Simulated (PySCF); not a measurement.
The calculation's input:

```
{"job": {"kind": "epr", "basis": "pcH-1"}, "charge": 0, "multiplicity": 2}
C     -0.758718    -2.435566     0.428264
C     -0.701840    -1.074533     0.262245
C     -1.686430    -0.376796    -0.419988
C     -1.685475     1.089354    -0.637427
C      0.478927    -0.318627     0.828868
O      1.202246     0.292177    -0.202544
Si     2.485298     1.269965    -0.127710
H      0.009393    -2.973714     0.951720
H     -1.583813    -3.005181     0.040463
H     -2.498787    -0.945401    -0.847507
H     -2.642349     1.426508    -1.027867
H     -0.902779     1.367891    -1.346649
H     -1.469541     1.625125     0.288157
H      0.130572     0.447928     1.535224
H      1.132496    -1.005939     1.378322
H      2.621571     1.576957    -1.541395
H      3.653331     0.594891     0.446725
H      2.207139     2.451279     0.699465
```

Command:

```sh
OMP_NUM_THREADS=1 python probes_run.py task.json out
```

Geometry: GFN2-xTB.

Method: UKS B3LYP, pcH-1 on C H O Si, non-relativistic, mean-field spin-orbit, GIAO (PySCF 2.14.0, density-fitted response routines).

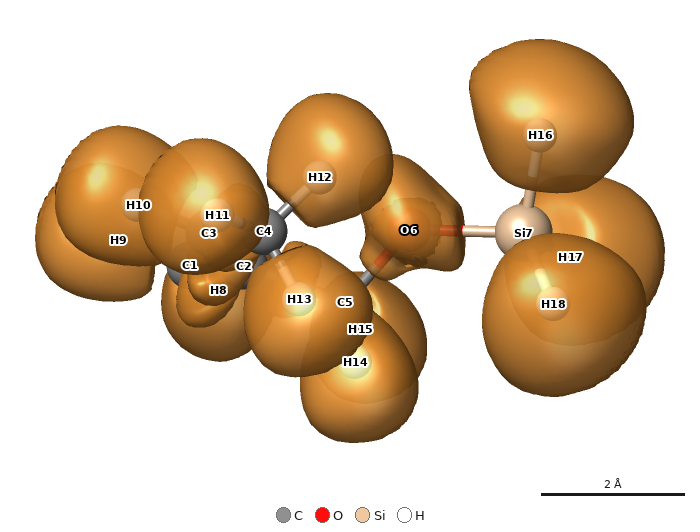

C5H11OSi (SMILES C=C([CH]C)CO[SiH3]) (doublet). Isosurface of the electron localisation function at 0.75 (orange), seen from one side. Only the valence region is drawn (cores and ρ < 0.01 e/Å³ removed).

Identify the bonds, lone pairs and shells in this picture.

Answer. The ELF exceeds this value in four regions between bonded C–C atoms (shared pairs), eleven regions around hydrogen nuclei and one region on O in which the atom's valence shell and bonds are merged.

Values along the shortest contacts:
C–C (1.37 Å): the ELF peaks at about 0.95 between the atoms; localised, covalent bonding. C–O (1.40 Å): the ELF peaks at about 0.90 between the atoms; a polar covalent bond.
